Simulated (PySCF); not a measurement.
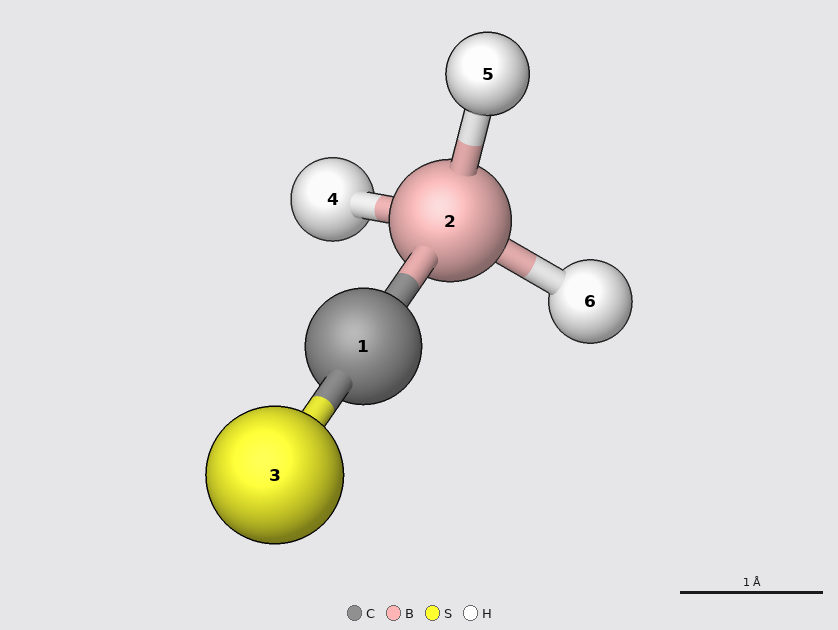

Numbered structure. The computed structure is the end point of a PBE0-D4/def2-TZVP optimisation. No frequency run is at hand to confirm it as a minimum.

Q: What is the geometry at C1?

A: C1 has 2 neighbours (B2 at 1.49, S3 at 1.52 Å); the arrangement is linear.

Q: What is the geometry at B2?

A: B2 has 4 neighbours (C1 at 1.49, H4 at 1.22, H5 at 1.22, H6 at 1.22 Å); the arrangement is tetrahedral.
